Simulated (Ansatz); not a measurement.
C₂H₅ClZn (SMILES C[CH2][Zn][Cl])

```xyz
9

C    -0.7995    1.0081    0.0620
C     0.2639    0.2021   -0.6938
Cl   -0.7689   -0.8898   -4.4931
Zn   -0.2321   -0.3192   -2.5107
H    -1.0437    1.9539   -0.4486
H    -0.4590    1.2708    1.0792
H    -1.7424    0.4483    0.1741
H     1.2058    0.7727   -0.7662
H     0.5112   -0.7243   -0.1471
```

Geometry: B3LYP-D3(BJ)/def2-SVP.

Computed with Ansatz, isolated molecule in a Gaussian basis; Kohn-Sham density functional theory, functional PBE0.

> What can the converged electron density and electron localisation function tell about the bonding?

C–C (1.53 Å): the density is about 1.6 e/Å³ at the midpoint; the ELF peaks at about 0.95 between the atoms: a covalent bond.
C–Zn (1.95 Å): ρ at the midpoint is about 0.77 e/Å³; the ELF peaks at about 0.90 in the valence shell of C, 0.7 Å from its nucleus, and is about 0.45 at the midpoint.
Zn–Cl (2.13 Å): the density is about 0.7 e/Å³ at the midpoint; the ELF peaks at about 0.85 in the valence shell of Cl, 0.9 Å from its nucleus, and is about 0.50 at the midpoint.
C–H (1.10 Å): ρ at the midpoint is about 1.9 e/Å³; the ELF climbs to about 1 towards the hydrogen, as it does in any bond to H (an ordinary covalent bond to hydrogen).

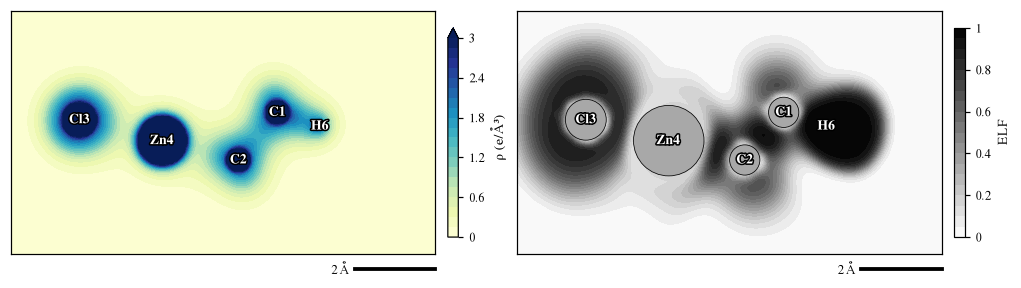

Computed electron density and electron localisation function on the plane of atoms C2, C1 and H6, in this order. Grey discs cover the atomic cores in the ELF map. 
